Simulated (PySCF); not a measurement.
## Geometry relaxation of CH₈Ge₂O₃

System: CH₈Ge₂O₃, SMILES O[C](O)([GeH3])[O][GeH3].
Method: PBE0-D3(BJ)/def2-SVP geometry optimisation, gas phase (PySCF 2.14.0).

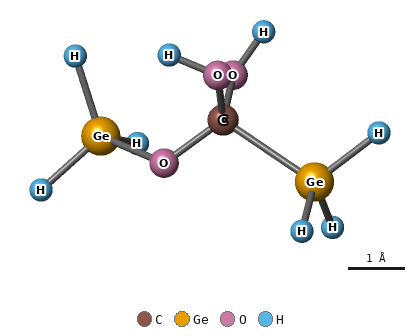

**Figure 1.** The starting structure (ball-and-stick view, seen at a tilt). Sticks mark near contacts. Bond lengths as drawn: C–Ge 2.01 Å, C–O 1.33 to 1.43 Å, Ge–H 1.47 to 1.53 Å, Ge–O 1.76 Å and H–O 0.95 to 0.98 Å.

Key numbers

```json
{"quantity": "outcome", "value": "converged"}
{"quantity": "total energy", "value": "−4421.066636 hartree"}
{"quantity": "dipole moment", "value": "1.99 D"}
{"quantity": "point group", "value": "C1"}
{"quantity": "hardware", "value": "1 CPU thread, shared host"}
{"quantity": "wall time", "value": "3.4 min"}
{"quantity": "peak memory", "value": "0.83 GiB"}
```

Input file
```
{"job": {"xc": "PBE0", "basis": "def2-SVP", "d3": "d3bj", "grid": 2, "kind": "geom", "shake": 0.01}, "charge": 0, "multiplicity": 1}
C      0.057019     0.249260     0.394690
Ge     0.158680     2.185986    -0.135512
O      0.829729    -0.499017    -0.390884
Ge     0.215408    -2.064009    -0.913472
O      0.400590     0.235939     1.715556
O     -1.282632    -0.227737     0.245456
H     -0.348082     2.378672    -1.519429
H     -0.656464     3.013507     0.795412
H      1.576257     2.655215    -0.036947
H     -0.233435    -2.886530     0.292895
H     -0.941577    -1.855972    -1.867734
H      1.423764    -2.612847    -1.538041
H      0.615635    -0.653088     1.964507
H     -1.821370     0.066013     1.007912
```

The first line tells a small driver script what to run in PySCF; the rest is the geometry in Å.

Command:
```bash
OMP_NUM_THREADS=1 python <driver script> task.json out
```

What the program printed
```
step   0  E = -4421.05641453  max force = 0.035681
step   1  E = -4421.06531627  max force = 0.012871
step   2  E = -4421.06631296  max force = 0.005555
step   3  E = -4421.06644250  max force = 0.001304
step   4  E = -4421.06649547  max force = 0.000584
step   5  E = -4421.06652589  max force = 0.000897
step   6  E = -4421.06656479  max force = 0.000983
step   7  E = -4421.06659951  max force = 0.001024
step   8  E = -4421.06662465  max force = 0.000557
step   9  E = -4421.06663639  max force = 0.000251
optimisation converged
```

Trajectory as extended XYZ (Å, eV, eV/Å), 8 of the 10 frames kept, from step=0 to step=9
```
14
Properties=species:S:1:pos:R:3:forces:R:3 step=0 energy=-120303.07271
C     0.0570    0.2493    0.3947   -1.5723   1.8348   0.1202
Ge    0.1587    2.1860   -0.1355    0.2593  -0.8653   0.2551
O     0.8297   -0.4990   -0.3909    1.1043   0.3420  -0.0949
Ge    0.2154   -2.0640   -0.9135   -1.3246  -0.7997   0.0597
O     0.4006    0.2359    1.7156    0.1805   0.8043   0.5383
O    -1.2826   -0.2277    0.2455   -0.1971   0.1228   0.3895
H    -0.3481    2.3787   -1.5194   -0.3398   0.0395  -0.9493
H    -0.6565    3.0135    0.7954   -0.6346   0.4755   0.6564
H     1.5763    2.6552   -0.0369    0.7754   0.2040   0.0112
H    -0.2334   -2.8865    0.2929    0.0255  -0.2102   0.1703
H    -0.9416   -1.8560   -1.8677   -0.1709  -0.0665  -0.3339
H     1.4238   -2.6128   -1.5380    1.0794  -0.6226  -0.6398
H     0.6156   -0.6531    1.9645    0.2683  -1.1048   0.3318
H    -1.8214    0.0660    1.0079    0.5466  -0.1539  -0.5146
14
Properties=species:S:1:pos:R:3:forces:R:3 step=1 energy=-120303.31494
C     0.0389    0.3801    0.4401    0.2247  -0.3993   0.0136
Ge    0.2131    2.2873   -0.1012   -0.0298   0.2144  -0.0319
O     0.8077   -0.4031   -0.3815   -0.1285  -0.6619  -0.3334
Ge    0.1658   -2.0532   -0.9480    0.2013   0.6135   0.2168
O     0.4518    0.2952    1.7656   -0.0594   0.0885   0.0525
O    -1.2785   -0.0943    0.3088   -0.0425   0.0348  -0.0713
H    -0.3156    2.4262   -1.5520    0.0891  -0.0064   0.1986
H    -0.6699    3.1447    0.8514    0.1375  -0.0967  -0.1592
H     1.6894    2.7476   -0.0098   -0.2264  -0.0680  -0.0190
H    -0.2430   -2.9167    0.2708    0.0317   0.0949  -0.1289
H    -0.9859   -1.8611   -1.9540    0.1223  -0.0241   0.1128
H     1.4233   -2.6429   -1.6219   -0.1156   0.0979   0.0660
H     0.6655   -0.6318    1.9551   -0.0243   0.0601  -0.0861
H    -1.7661    0.2040    1.0810   -0.1800   0.0524   0.1695
14
Properties=species:S:1:pos:R:3:forces:R:3 step=3 energy=-120303.34559
C     0.0418    0.3607    0.4556    0.0122   0.0551   0.0339
Ge    0.2094    2.2660   -0.1134   -0.0165  -0.0325   0.0141
O     0.8106   -0.4251   -0.3636   -0.0071  -0.0671   0.0227
Ge    0.1687   -2.0225   -0.9492    0.0451   0.0558  -0.0091
O     0.4507    0.2959    1.7814    0.0142   0.0124  -0.0297
O    -1.2818   -0.1080    0.3336   -0.0475   0.0235   0.0188
H    -0.3026    2.3834   -1.5572   -0.0041  -0.0067  -0.0246
H    -0.6634    3.1436    0.8044   -0.0156   0.0102   0.0123
H     1.6717    2.7217   -0.0282    0.0304   0.0054   0.0041
H    -0.2539   -2.9014    0.2401   -0.0080  -0.0226   0.0116
H    -0.9682   -1.8071   -1.9513   -0.0231  -0.0092  -0.0177
H     1.4203   -2.5966   -1.6251    0.0122  -0.0155  -0.0163
H     0.6681   -0.6286    1.9733    0.0015   0.0010  -0.0039
H    -1.7749    0.2002    1.1040    0.0063  -0.0098  -0.0164
14
Properties=species:S:1:pos:R:3:forces:R:3 step=4 energy=-120303.34703
C     0.0389    0.3615    0.4659   -0.0117   0.0060   0.0170
Ge    0.2087    2.2614   -0.1169    0.0066  -0.0093  -0.0029
O     0.8051   -0.4323   -0.3491    0.0238   0.0006   0.0301
Ge    0.1710   -2.0205   -0.9556   -0.0049  -0.0177  -0.0263
O     0.4525    0.3037    1.7898    0.0061   0.0127  -0.0138
O    -1.2870   -0.1036    0.3487   -0.0037   0.0032   0.0039
H    -0.3011    2.3651   -1.5636    0.0001  -0.0033  -0.0077
H    -0.6637    3.1493    0.7923   -0.0081   0.0022   0.0050
H     1.6738    2.7140   -0.0345    0.0034   0.0027   0.0028
H    -0.2591   -2.9179    0.2190   -0.0010   0.0007  -0.0009
H    -0.9619   -1.8004   -1.9640   -0.0054   0.0016   0.0042
H     1.4263   -2.5879   -1.6328    0.0018  -0.0015  -0.0043
H     0.6701   -0.6198    1.9864   -0.0021   0.0024  -0.0084
H    -1.7771    0.2095    1.1185   -0.0049  -0.0002   0.0014
14
Properties=species:S:1:pos:R:3:forces:R:3 step=5 energy=-120303.34786
C     0.0400    0.3604    0.4782   -0.0260  -0.0082  -0.0141
Ge    0.2082    2.2541   -0.1224    0.0071   0.0062  -0.0081
O     0.8067   -0.4404   -0.3304    0.0461   0.0203   0.0327
Ge    0.1709   -2.0160   -0.9626   -0.0340  -0.0404  -0.0259
O     0.4554    0.3137    1.8010    0.0041   0.0040  -0.0054
O    -1.2860   -0.1060    0.3642    0.0091  -0.0012   0.0084
H    -0.2962    2.3398   -1.5730    0.0034  -0.0002   0.0042
H    -0.6705    3.1496    0.7745   -0.0004  -0.0017  -0.0032
H     1.6728    2.7107   -0.0394   -0.0091   0.0009   0.0020
H    -0.2727   -2.9287    0.1957    0.0055   0.0062  -0.0045
H    -0.9567   -1.7776   -1.9740    0.0039   0.0054   0.0086
H     1.4263   -2.5818   -1.6419   -0.0027   0.0080   0.0034
H     0.6748   -0.6082    2.0030   -0.0001  -0.0023  -0.0022
H    -1.7765    0.2125    1.1314   -0.0070   0.0030   0.0041
14
Properties=species:S:1:pos:R:3:forces:R:3 step=6 energy=-120303.34891
C     0.0439    0.3567    0.4982   -0.0283  -0.0196  -0.0385
Ge    0.2073    2.2410   -0.1329    0.0010   0.0113  -0.0037
O     0.8136   -0.4552   -0.2977    0.0437   0.0262   0.0270
Ge    0.1675   -2.0076   -0.9737   -0.0505  -0.0372  -0.0177
O     0.4613    0.3290    1.8195    0.0045   0.0015   0.0139
O    -1.2815   -0.1135    0.3906    0.0188  -0.0074   0.0038
H    -0.2858    2.2962   -1.5892    0.0044   0.0023   0.0103
H    -0.6844    3.1473    0.7409    0.0055  -0.0039  -0.0091
H     1.6688    2.7079   -0.0466   -0.0135  -0.0010   0.0013
H    -0.2991   -2.9441    0.1560    0.0105   0.0079  -0.0046
H    -0.9488   -1.7307   -1.9885    0.0094   0.0065   0.0086
H     1.4228   -2.5703   -1.6562   -0.0038   0.0104   0.0066
H     0.6845   -0.5897    2.0315    0.0010  -0.0025  -0.0008
H    -1.7738    0.2152    1.1523   -0.0026   0.0055   0.0029
14
Properties=species:S:1:pos:R:3:forces:R:3 step=8 energy=-120303.35054
C     0.0587    0.3431    0.5422   -0.0019  -0.0096  -0.0286
Ge    0.2026    2.2060   -0.1560   -0.0043   0.0049   0.0062
O     0.8387   -0.4924   -0.2205    0.0032  -0.0012   0.0122
Ge    0.1528   -1.9808   -0.9979   -0.0131   0.0035   0.0016
O     0.4779    0.3612    1.8615    0.0022   0.0017   0.0159
O    -1.2624   -0.1418    0.4487    0.0039  -0.0067   0.0019
H    -0.2577    2.1921   -1.6240    0.0000   0.0022   0.0021
H    -0.7255    3.1310    0.6578    0.0018  -0.0013  -0.0036
H     1.6520    2.7054   -0.0575   -0.0027  -0.0011  -0.0007
H    -0.3658   -2.9663    0.0633    0.0049   0.0015   0.0000
H    -0.9315   -1.6000   -2.0132    0.0039   0.0014  -0.0012
H     1.4043   -2.5405   -1.6890   -0.0013  -0.0003  -0.0009
H     0.7151   -0.5488    2.0961    0.0021   0.0009  -0.0016
H    -1.7627    0.2140    1.1927    0.0013   0.0039  -0.0032
14
Properties=species:S:1:pos:R:3:forces:R:3 step=9 energy=-120303.35086
C     0.0669    0.3331    0.5700    0.0053   0.0003  -0.0129
Ge    0.1979    2.1815   -0.1699   -0.0009   0.0015   0.0051
O     0.8516   -0.5181   -0.1709   -0.0083  -0.0108   0.0059
Ge    0.1454   -1.9612   -1.0136    0.0107   0.0088   0.0029
O     0.4884    0.3812    1.8874   -0.0007  -0.0002   0.0007
O    -1.2517   -0.1600    0.4869   -0.0010  -0.0064   0.0063
H    -0.2440    2.1253   -1.6425   -0.0021   0.0019  -0.0023
H    -0.7508    3.1168    0.6071   -0.0017   0.0003   0.0021
H     1.6397    2.7006   -0.0674    0.0024   0.0007  -0.0014
H    -0.4086   -2.9752    0.0007   -0.0007   0.0011   0.0021
H    -0.9133   -1.5153   -2.0293   -0.0004   0.0007  -0.0025
H     1.3956   -2.5202   -1.7077   -0.0008  -0.0031  -0.0031
H     0.7363   -0.5223    2.1357    0.0009   0.0007   0.0008
H    -1.7569    0.2160    1.2177   -0.0026   0.0046  -0.0037
```

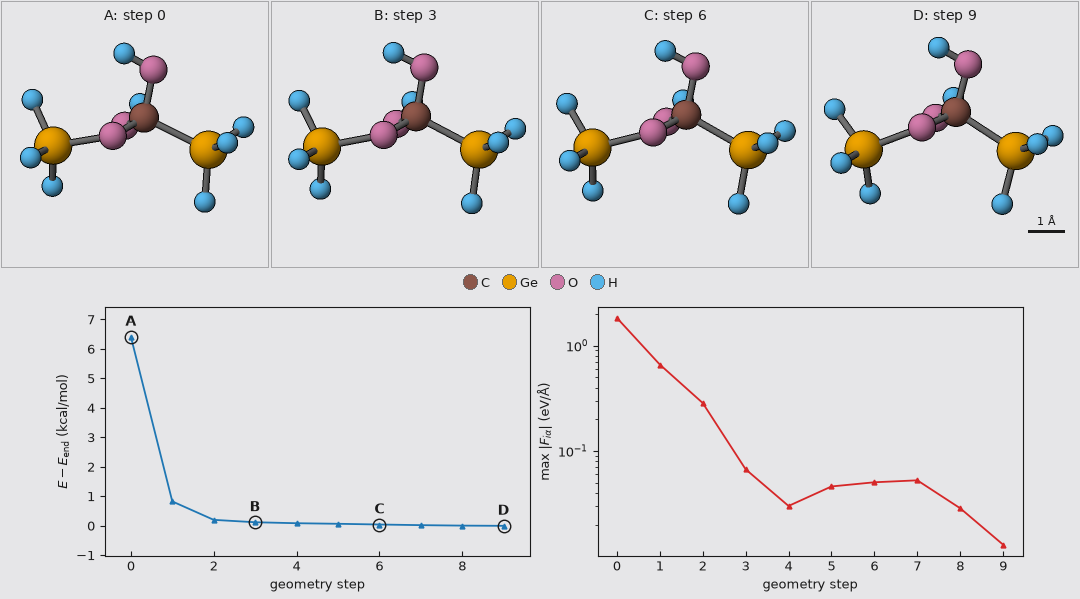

**Figure 2.** Frames of the relaxation (ball-and-stick view, seen at a tilt) above the curves, on which the letters mark them (steps are counted from 0).

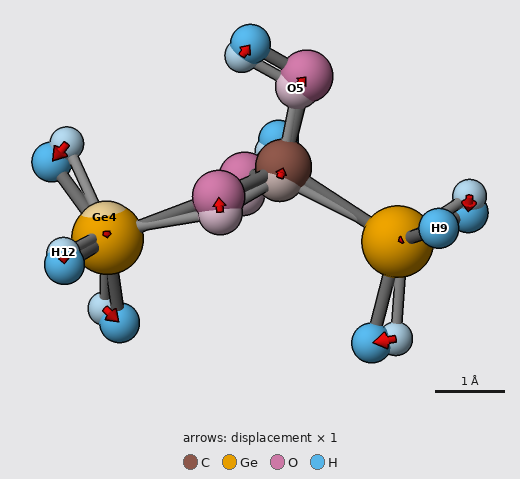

**Figure 3.** Start (faint) and end (solid) with the displacements as red arrows, at true length (ball-and-stick view, seen at a tilt). The two geometries are laid on each other by the best rigid fit. After 9 geometry steps the energy has fallen by 6.41 kcal/mol. Largest force component: 1.8 eV/Å at the start, 0.013 eV/Å at the end. The largest move after the best rigid fit is that of H7, 0.37 Å. Largest moves by element: H 0.37 Å, O 0.24 Å, C 0.17 Å, Ge 0.11 Å. Among the contacts that change: Ge4–H12 1.467 → 1.535 Å, O3–Ge4 1.761 → 1.814 Å, Ge2–H7 1.486 → 1.539 Å, C1–O3 1.332 → 1.374 Å. Among the angles that change: O3–C1–O5 114.8° → 111.1°, C1–O3–Ge4 118.2° → 121.4°, C1–Ge2–H7 110.7° → 107.6°. (Atoms are counted from 1 in the order of the input.)
